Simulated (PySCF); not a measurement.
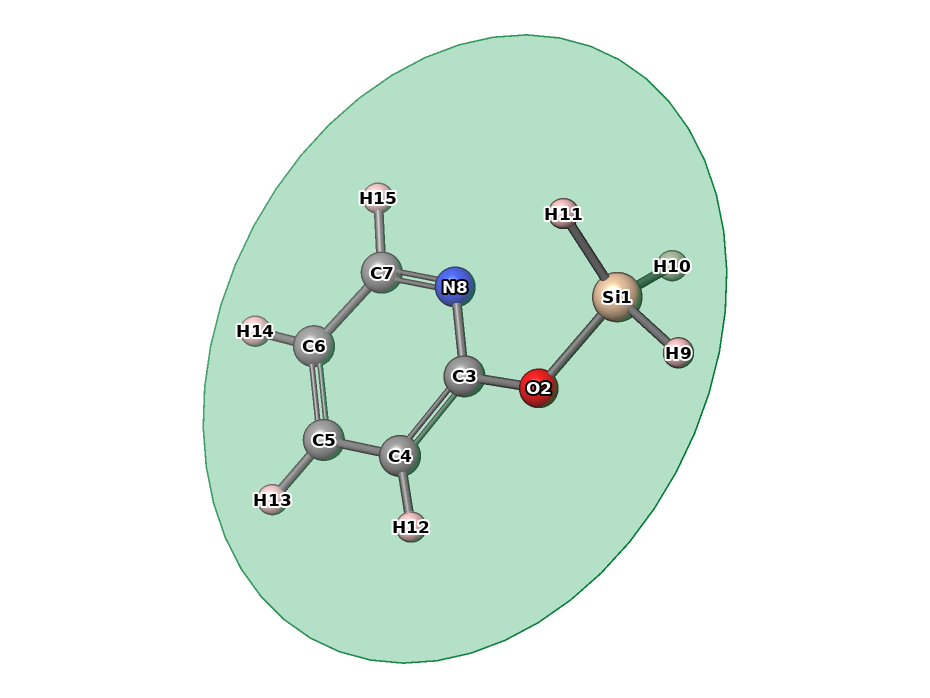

A disc through the centre of mass is drawn in. Distant atoms are faded towards the background colour. Computed geometry: GFN2-xTB optimisation. No frequency run is at hand to confirm it as a minimum.

### Is the plane of the disc a mirror plane of the structure?

Yes. The reflection leaves Si1, O2, C3, C4, C5, C6, C7, N8, H9, H12, H13, H14, H15 in place and moves H10 ↔ H11. The point group is Cs.
